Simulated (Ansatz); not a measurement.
# Calculations on CH3BrI

Part 1: Relaxation

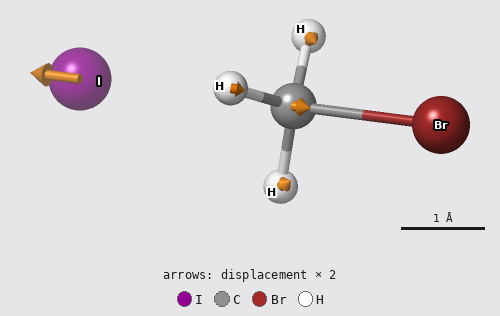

This is a relaxation of CH$_{3}$BrI (charge −1) (started from a transition state, displaced along its imaginary mode). The starting structure is drawn; orange arrows show the displacements, magnified 2 times. The two geometries are superimposed by the best rigid fit.

A ball-and-stick model, seen at a tilt.

Theory: Ansatz 0.2.0, RKS PBE0-D4/def2-TZVPD.

Input
```yaml
crystal:
  periodic: [false, false, false]
  atoms:
    - {symbol: I, position_ang: [0.576257, -2.039866, 1.713240]}
    - {symbol: C, position_ang: [-0.063278, 0.223909, -0.188015]}
    - {symbol: Br, position_ang: [-0.504992, 1.787658, -1.501395]}
    - {symbol: H, position_ang: [-0.895250, 0.229752, 0.554558]}
    - {symbol: H, position_ang: [0.928077, 0.488203, 0.249048]}
    - {symbol: H, position_ang: [-0.040913, -0.689556, -0.827335]}
basis:
  gaussian: {orbitals: def2-TZVPD}
total_charge: -1
hamiltonian: {xc: pbe0, dispersion: d4}
relax: {f_tol: 0.005, max_steps: 200}
```

Run as
```bash
ansatz run in.yaml --threads 4 --pin off --events-out ev --progress --plain --max-ram 9574MiB
```

**Which element moves most?**

Iodine: up to 0.35 Å, against 0.12 Å for carbon.

**Describe the change and its energy.**

Over 5 accepted moves (7 points after the start) the energy falls by 19.1 kJ/mol. The largest force component goes from 1 to 0.0027 eV/Å. The line search rejected the trial steps at points 2, 6 of the run. The atom that moves furthest after the best rigid fit is I1 (0.35 Å). By element the largest moves are I 0.35 Å, C 0.12 Å, H 0.09 Å. Br stays in place. Among the contacts that change: I1–C2 3.025 → 3.499 Å, C2–Br3 2.089 → 1.972 Å, C2–H4 1.115 → 1.083 Å. Bond angles that change, for instance: Br3–C2–H4 104.9° → 107.8°, H4–C2–H5 113.6° → 111.1°. Cost: 15 s on 4 threads of Oxide Virtual Turin-like, with other jobs on the host.

Limits of the set-up: the start holds two separate molecules, 2.9 Å apart at their closest, whose relative position is a soft coordinate.

Part 2: Relaxation

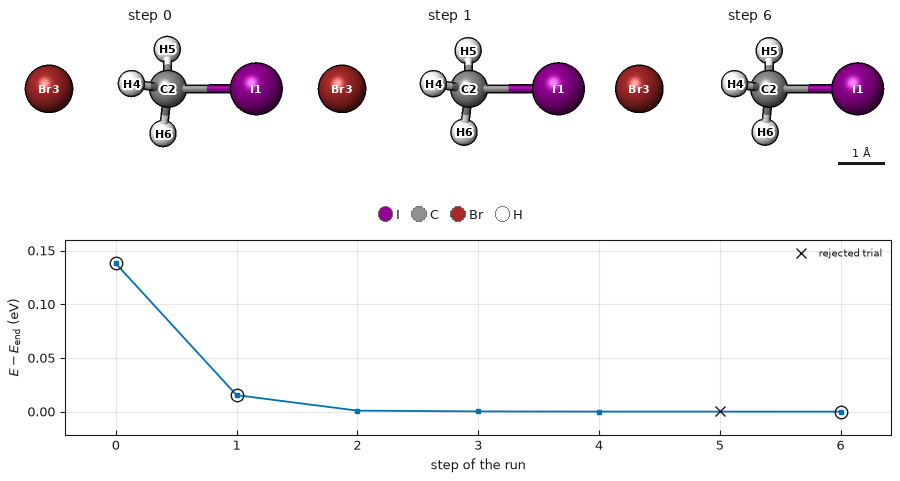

Frames of a relaxation of CH$_{3}$BrI (charge −1) (started from a transition state, displaced along its imaginary mode), marked on the history of the run. A ball-and-stick model, seen at a tilt.

The calculation used RKS PBE0-D4/def2-TZVPD (Ansatz).

The input:
```yaml
crystal:
  periodic: [false, false, false]
  atoms:
    - {symbol: I, position_ang: [0.523586, -1.853537, 1.556780]}
    - {symbol: C, position_ang: [0.063603, -0.225159, 0.189131]}
    - {symbol: Br, position_ang: [-0.556891, 1.971308, -1.655617]}
    - {symbol: H, position_ang: [-0.894205, 0.254003, 0.527080]}
    - {symbol: H, position_ang: [0.911798, 0.510033, 0.224445]}
    - {symbol: H, position_ang: [-0.047991, -0.656548, -0.841719]}
basis:
  gaussian: {orbitals: def2-TZVPD}
total_charge: -1
hamiltonian: {xc: pbe0, dispersion: d4}
relax: {f_tol: 0.005, max_steps: 200}
```

Command:
```bash
ansatz run in.yaml --threads 4 --pin off --events-out ev --progress --plain --max-ram 9574MiB
```

Q: What happens along the run?

A: Br3 moves most after the best rigid fit: 0.24 Å. Largest moves by element: Br 0.24 Å, H 0.07 Å, I 0.03 Å, C 0.03 Å. Near-neighbour distances that change, for instance: C2–Br3 2.935 → 3.201 Å, C2–H4 1.123 → 1.082 Å, I1–C2 2.176 → 2.181 Å. Over 5 accepted moves (6 points after the start) the energy falls by 0.138 eV. Largest force component: 1.2 eV/Å at the start, 0.0016 eV/Å at the end. The line search rejected the trial step at point 5 of the run. From step 0 to 1: Br3 moves most (0.17 Å), energy −0.123 eV. From step 1 to 6: Br3 moves most (0.07 Å), energy −0.015 eV.

```csv
step,"E − E(0), eV","largest force component, eV/Å",note
0,0.0000,1.2441,
1,-0.1227,0.3338,
2,-0.1371,0.0540,
3,-0.1378,0.0263,
4,-0.1380,0.0166,
5,-0.1377,0.0656,rejected
6,-0.1380,0.0016,
```

Limits of the set-up: the start holds two separate molecules, 2.8 Å apart at their closest, whose relative position is a soft coordinate.

Part 3: Reaction

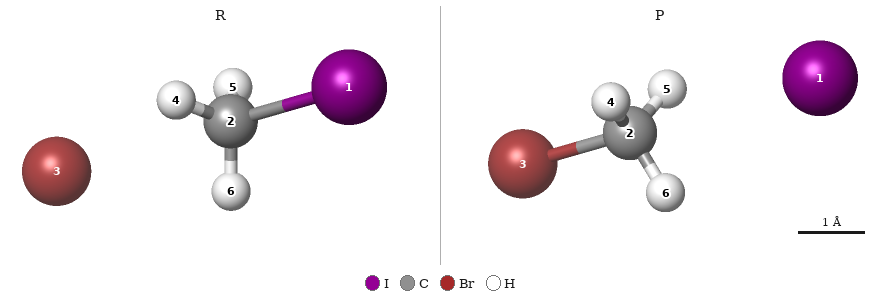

Reactant (R) and product (P) of one elementary step of CH3BrI (charge −1). The picture is a ball-and-stick view, seen at a tilt.

Stationary points at PBE0-D4/def2-TZVPD, single-point energies with CCSD(T)/CBS (def2-TZVPPD where no basis is named; Ansatz 0.2.0). The energies are electronic, without zero-point or thermal terms, and both ends are the minima reached downhill from the saddle, with any fragments still in contact. CCSD(T)/CBS stands for a frozen-core estimate: MP2 correlation extrapolated from def2-TZVPPD and def2-QZVPPD, CCSD(T) minus MP2 from the smaller set. Elements past krypton carry the basis set's effective core potentials.

R:
```xyz
6

I     0.5308   -1.8789    1.5781
C     0.0695   -0.2462    0.2068
Br   -0.6073    2.1498   -1.8056
H    -0.8544    0.2032    0.5468
H     0.8957    0.4513    0.2536
H    -0.0344   -0.6791   -0.7796
```

P:
```xyz
6

I     0.6511   -2.3046    1.9356
C    -0.0887    0.3141   -0.2637
Br   -0.5056    1.7899   -1.5033
H    -0.8733    0.2778    0.4823
H     0.8721    0.5252    0.1898
H    -0.0555   -0.6023   -0.8405
```

Question: What is the transition state like, and how high is the barrier?

Answer: Counted by bonded pieces, R holds Br + CH₃I and P holds CH₃Br + I. From R over the saddle to P, a bond forms: C2–Br3 (3.20 → 2.51 → 1.97 Å). A bond breaks: I1–C2 (2.18 → 2.60 → 3.50 Å). The saddle has one imaginary mode, 336i cm⁻¹. With CCSD(T)/CBS the barrier is 8.2 kcal/mol from R and 12.3 kcal/mol from P, and P lies 4.1 kcal/mol below R.

Saddle geometry:

```xyz
6

I     0.5499   -1.9467    1.6350
C     0.0002   -0.0006    0.0006
Br   -0.5309    1.8795   -1.5785
H    -0.8947    0.2419    0.5408
H     0.9199    0.4991    0.2367
H    -0.0445   -0.6731   -0.8345
```

The saddle point in the same view, with dashed sticks for the bonds that form or break:

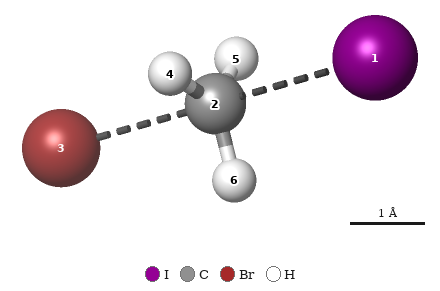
